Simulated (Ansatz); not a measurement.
**C2H8ClNO2Zr: vertical ionisation energy**

How much energy removes an electron from C2H8ClNO2Zr at fixed geometry? The cation is run at each level and the neutral's energy taken from earlier runs.

The runs use Ansatz 0.2.0, Gaussian basis; unrestricted cation, the program's frozen cores in correlated methods.

Levels to be run: UKS PBE-D4/def2-TZVPP; UKS r2SCAN-D4/def2-TZVPP; UKS PBE0-D4/def2-TZVPP; UKS B3LYP-D4/def2-TZVPP; UKS wB97X-V/def2-TZVPP; UKS wB97M-V/def2-TZVPP; UKS B2PLYP/def2-TZVPP; UHF-CCSD(T)/def2-TZVPP; UHF-MP2/def2-QZVPP; extrapolation to the limit; then −ε(HOMO) from the neutral's earlier runs with LDA (SPW92), PBE-D4, revPBE-D4, BLYP-D4, r2SCAN-D4, B97M-V, PBE0-D4, B3LYP-D4, r2SCANh-D4, r2SCAN0-D4, HSE06-D4, BHLYP-D4, CAM-B3LYP-D4, LC-ωPBE, ωB97X-V, ωB97M-V.

### Step 1. The relaxed structure

The geometry comes from an earlier relaxation with PBE0-D4 in a triple-zeta def2 set; it is a stationary point, not always the lowest conformer. Zr takes the def2 core potential; no spin-orbit term is included.

SMILES `C[O][Zr]([NH2])([Cl])[O]C`, 15 atoms, charge 0, spin multiplicity 1.

Atoms are counted from 1 here; the program's logs count them from 0.

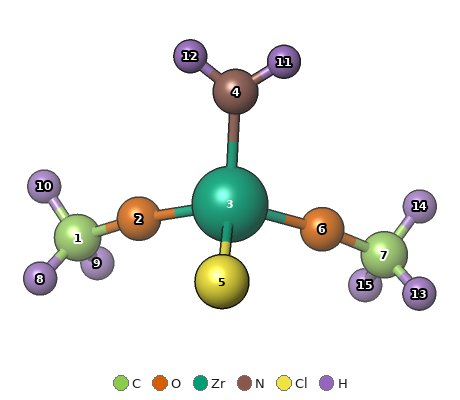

The structure; carbon green, oxygen orange, zirconium teal, nitrogen brown, chlorine yellow, hydrogen purple; atoms are numbered from 1 in the order of the file.

### Step 2. Cation, UKS PBE-D4/def2-TZVPP

in.yaml

```yaml
crystal:
  periodic: [false, false, false]
  atoms:
    - {symbol: C, position_ang: [-0.914855, -2.678111, -0.590588]}
    - {symbol: O, position_ang: [-0.381988, -1.402307, -0.734654]}
    - {symbol: Zr, position_ang: [0.158477, 0.426181, -0.783848]}
    - {symbol: N, position_ang: [2.151682, 0.453392, -1.170881]}
    - {symbol: Cl, position_ang: [-1.060189, 1.529076, -2.524424]}
    - {symbol: O, position_ang: [-0.115081, 1.384054, 0.842611]}
    - {symbol: C, position_ang: [-0.459395, 1.989279, 2.045677]}
    - {symbol: H, position_ang: [-1.677636, -2.860097, -1.354259]}
    - {symbol: H, position_ang: [-1.374901, -2.798343, 0.395676]}
    - {symbol: H, position_ang: [-0.128674, -3.432169, -0.699353]}
    - {symbol: H, position_ang: [2.798474, 1.172681, -0.878084]}
    - {symbol: H, position_ang: [2.662545, -0.256115, -1.677884]}
    - {symbol: H, position_ang: [-1.005284, 2.919794, 1.860210]}
    - {symbol: H, position_ang: [0.440248, 2.224073, 2.623825]}
    - {symbol: H, position_ang: [-1.093432, 1.328591, 2.645996]}
basis:
  gaussian: {orbitals: def2-TZVPP}
total_charge: 1
magnetization: {spin_polarized: true, initial_magnetization: 1}
hamiltonian: {xc: pbe, dispersion: d4}
```

Run with:

```console
> ansatz run in.yaml --threads 2 --pin off --events-out ev --progress --plain --max-ram 32768MiB --backend cuda --devices 0, --max-vram 18GiB
```

After this run come: Cation, UKS r2SCAN-D4/def2-TZVPP; Cation, UKS PBE0-D4/def2-TZVPP; Cation, UKS B3LYP-D4/def2-TZVPP; Cation, UKS wB97X-V/def2-TZVPP; Cation, UKS wB97M-V/def2-TZVPP; Cation, UKS B2PLYP (frozen core)/def2-TZVPP; Cation, UHF-CCSD(T)/def2-TZVPP; Cation, UHF-MP2/def2-QZVPP.

**Question.** What will the summary of the whole plan be? Wanted: ionisation energy, CCSD(T)/CBS; nearest functional by difference; nearest −ε(HOMO); −ε(HOMO) of PBE; T1 of the cation.

The runs gave:

| quantity | value |
| --- | --- |
| ionisation energy, CCSD(T)/CBS | 9.51 eV |
| nearest functional by difference | ωB97X-V (-0.08 eV) |
| nearest −ε(HOMO) | ωB97M-V (+0.11 eV) |
| −ε(HOMO) of PBE | 5.89 eV |
| T1 of the cation | 0.024 |

In words: Energy differences with functionals land within 0.85 eV of the reference. −ε(HOMO) of PBE misses by 3.6 eV, since self-interaction lifts the level. Among orbital estimates ωB97M-V comes nearest. Hartree-Fock falls 1.40 eV short, as the neutral has more correlation energy than the cation. Correlated methods include outer-core shells of Zr, which these sets cover unevenly.
